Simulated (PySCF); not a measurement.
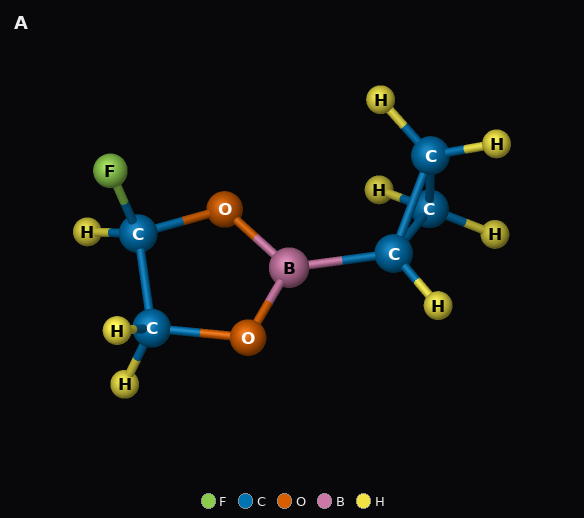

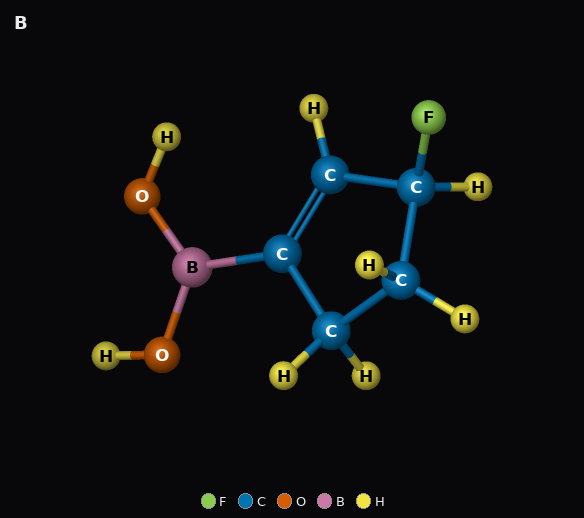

2 stationary structures of one formula. Geometries: PBE0-D3(BJ)/def2-SVP. Electronic energies: PBE0-D3(BJ)/def2-SVP (PySCF 2.14.0), without zero-point energy. No frequency run is at hand to confirm each as a minimum. Each is one conformer, not always the lowest.

### How are they related?

They are constitutional isomers of C5H8BFO2: A `F[C@@H]1COB(C2CC2)O1`, B `OB(O)C1=C[C@@H](F)CC1`.

### Rank them by energy, lowest first.

B is lowest; A lies 15.6 kcal/mol above it.
